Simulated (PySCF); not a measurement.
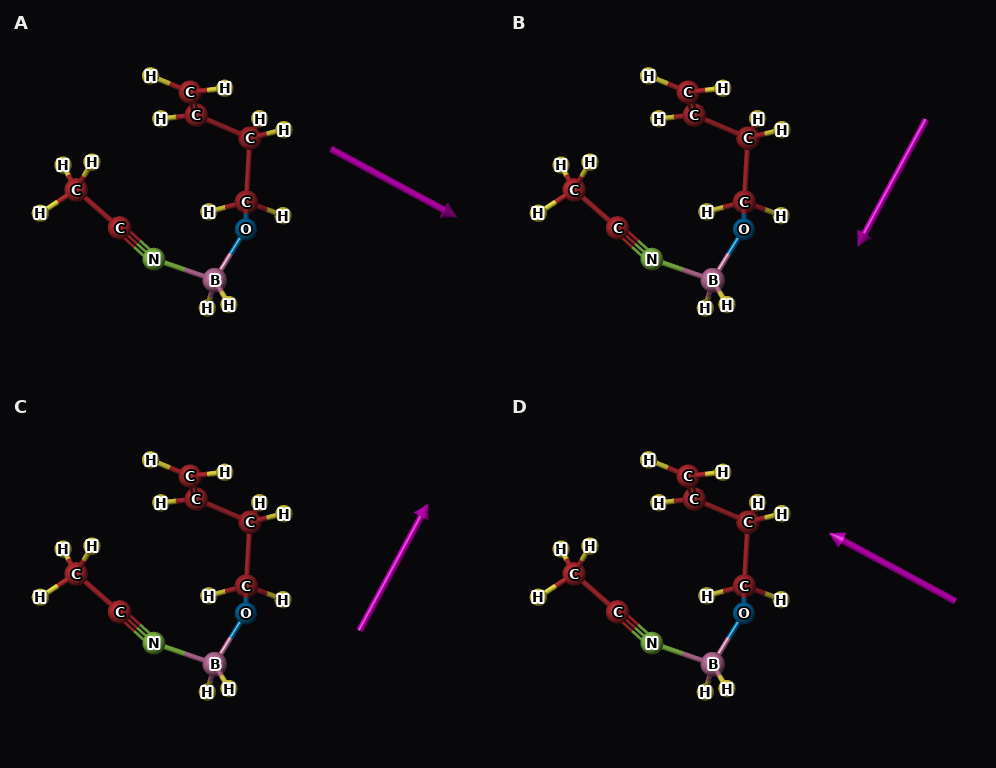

The same molecule four times, each with an arrow. The geometry was computed by an optimisation with GFN2-xTB. No frequency run is at hand to confirm it as a minimum. Properties computed with PBE0/pcSseg-1, gas phase (PySCF 2.14.0).

### Which arrow points along the dipole moment, from the negative to the positive end?

D. The dipole moment is 6.73 D.

The geometry is semi-empirical. Around B such bond lengths and angles can be off by a tenth of an ångström or more and by several degrees, and values that hang on the shape move with them.
